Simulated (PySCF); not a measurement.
Consider Cl₂F₂Ga (charge −1).

Input

```
{"job": {"kind": "uv", "xc": "wB97X-D", "basis": "def2-SVPD", "nstates": 8, "ntriplets": 3}, "charge": -1, "multiplicity": 1}
F      0.010494    -1.179694    -1.386292
Ga     0.001648    -0.011991    -0.003363
F     -0.072325    -1.096846     1.443234
Cl     1.831153     1.097392     0.019429
Cl    -1.762348     1.193992    -0.090193
```

Run with:

```sh
OMP_NUM_THREADS=1 python probes_run.py task.json out
```

Geometry: GFN2-xTB.

All numbers below come from PySCF 2.14.0, wB97X-D/def2-SVPD, SCF density, gas phase.

> What will maps of the electron density and electron localisation function show?

Ga–F (1.81 Å): ρ at the midpoint is about 0.72 e/Å³; the ELF peaks at about 0.80 in the valence shell of F, 0.5 Å from its nucleus, and is about 0.15 at the midpoint.
Ga–Cl (2.14 Å): ρ at the midpoint is about 0.69 e/Å³; the ELF peaks at about 0.85 in the valence shell of Cl, 0.8 Å from its nucleus, and is about 0.55 at the midpoint.

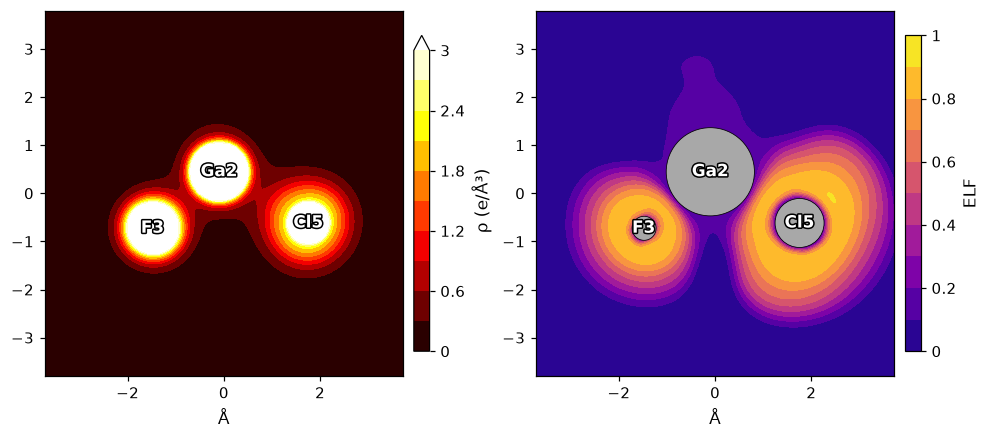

Computed electron density and electron localisation function on the plane of atoms F3, Ga2 and Cl5, in this order. Grey discs cover the atomic cores in the ELF map. 
